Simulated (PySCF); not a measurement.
## A study: C$_{2}$H$_{7}$NSi, SMILES `C1C[SiH2]N1`

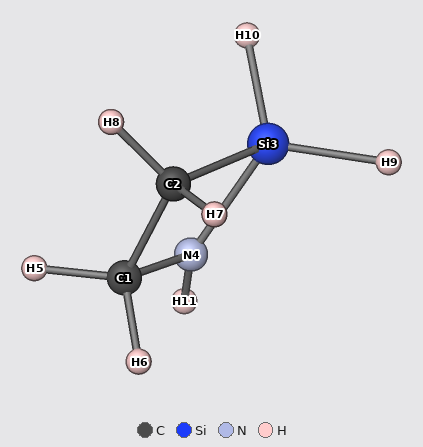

The molecule, with its atoms numbered as below. No frequency check shows the geometry to be a minimum.

Geometry (Å), atoms numbered from 1:

```
C1       1.3532   -0.1590   -0.0056
C2       0.5223    1.1302    0.0019
Si3     -1.0569    0.0496   -0.0018
N4       0.2302   -1.0811    0.0058
H5       1.9845   -0.2795    0.8854
H6       1.9847   -0.2665   -0.8898
H7       0.6891    1.7515   -0.8663
H8       0.6889    1.7386    0.8911
H9      -1.8896    0.0987   -1.2059
H10     -1.8899    0.0810    1.2057
H11      0.3639   -2.0779   -0.0127
```

Part 1: Removing or adding an electron

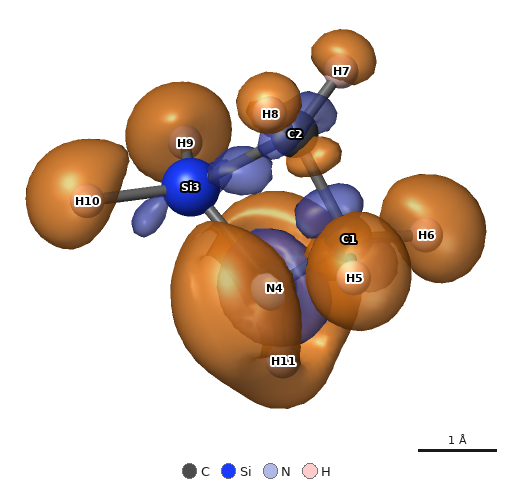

Fukui function f⁻ = ρ(N) − ρ(N−1) at fixed geometry, surfaces at ±0.02 e/Å³ (orange positive, blue negative).

Method: BP86/6-311+G**; geometry: GFN2-xTB; program: PySCF.

> Which atoms respond most to the removal of an electron?

f⁻ (Hirshfeld-condensed) is largest on N4 (0.24) and Si3 (0.14); the vertical ionisation energy is 8.58 eV (the stability of the cation's solution wasn't checked). Condensed values hint at sites of electrophilic attack but needn't mark the atom that reacts. Orbital relaxation makes it negative in places (0.19 e in all).

```tsv
atom	f⁻	charge
C1	+0.07	−0.02
C2	+0.03	−0.15
Si3	+0.14	+0.36
N4	+0.24	−0.24
H5	+0.09	+0.03
H6	+0.09	+0.03
H7	+0.04	+0.03
H8	+0.04	+0.03
H9	+0.09	−0.09
H10	+0.09	−0.09
H11	+0.09	+0.10
```

Part 2: Localised orbitals

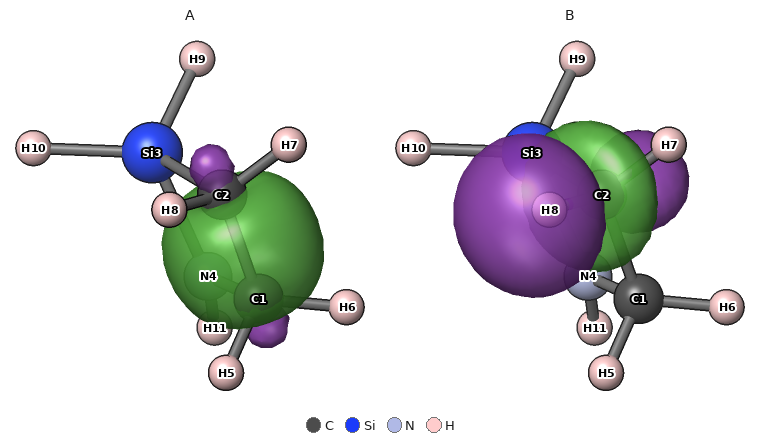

Intrinsic bond orbitals (IBO), occupied and valence-virtual; each surface holds about 85 % of the orbital's density. Energies are diagonal elements of the Fock matrix.

Method: B3LYP/cc-pVTZ; geometry: GFN2-xTB; program: PySCF.

> Identify each orbital.

By panel:
- A: σ bond C2–C1 (C2 50 %, C1 50 %; −13.9 eV)
- B: σ* orbital H8–C2 (H8 57 %, C2 42 %; 9.8 eV)

> How do all the valence pairs divide up?

12 pairs: 11 σ bonds and 1 lone pair.

Part 3: Stretching a bond

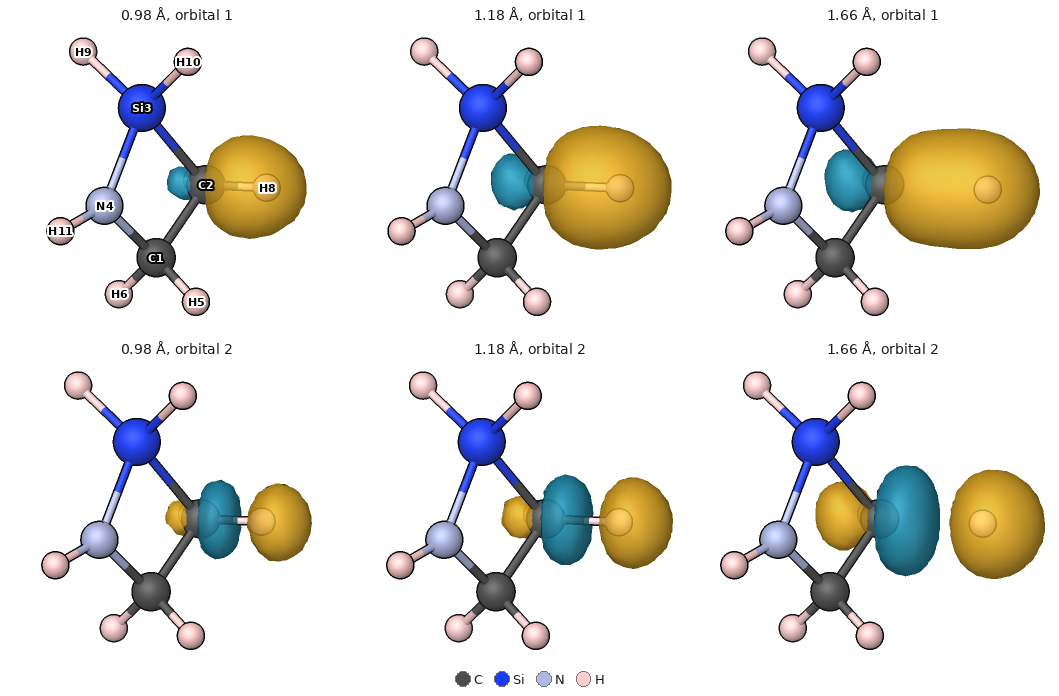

Rigid stretch of the C2–H8 bond. The two CASSCF(2,2) natural orbitals nearest half filling (orbital 1 the more occupied).

Computed with PySCF, def2-SVP basis, geometry: GFN2-xTB.

> How do the occupations change along the stretch?

0.98 Å: 1.99 and 0.01; 1.18 Å: 1.98 and 0.02; 1.66 Å: 1.91 and 0.09. At the longest distance computed (3.00 Å) they are 1.30 and 0.70, and the effective number of unpaired electrons is 1.7.

> Where does the UHF solution part from RHF?

Between 1.66 Å (⟨S²⟩ = 0, the two coincide) and 1.93 Å (⟨S²⟩ = 0.57); at 3.00 Å ⟨S²⟩ is 0.99 and UHF lies 3.3 eV below RHF.

> How much energy does the stretch cost?

By CASSCF, 4.2 eV from the lowest point of the scan (1.07 Å) to 3.00 Å; RHF gives 7.1 eV from its own lowest point. The fragments aren't relaxed and dynamic correlation is missing, so this isn't a bond dissociation energy.
